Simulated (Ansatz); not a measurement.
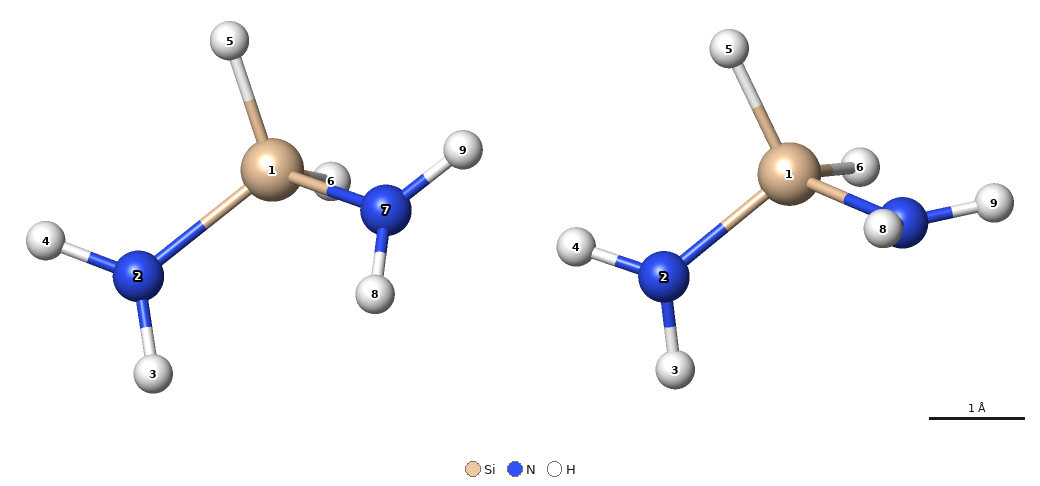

Two geometries of SiN$_{2}$H$_{6}$, drawn at one scale. One is the start of a relaxation, the other its converged end. The picture is a ball-and-stick view, seen at a tilt.

Method: Ansatz 0.2.0, RKS B3LYP-D4/6-31G*. (no spin polarisation; force threshold 0.02 eV/Å; at most 40 steps)

Which geometry has the lower energy?

The right one is the relaxed one. The run prepares the start of a later molecular dynamics calculation, from a guessed geometry. Over 10 geometry steps the energy falls by 74.4 kJ/mol. Largest force component: 2.1 eV/Å at the start, 0.0045 eV/Å at the end. The largest move after the best rigid fit is that of H8, 0.80 Å. By element the largest moves are H 0.80 Å, N 0.15 Å, Si 0.11 Å. Among the contacts that change: Si1–N2 1.820 → 1.726 Å, N2–H3 1.060 → 1.012 Å, Si1–H5 1.460 → 1.495 Å. Among the angles between lasting bonds that change: N2–Si1–H6 109.5° → 118.0°, H8–N7–H9 120.0° → 111.8°, N2–Si1–H5 109.5° → 103.0°. The run took 21 s on 1 thread of Arm Neoverse V2, with other jobs on the host, peak memory 0.12 GiB.
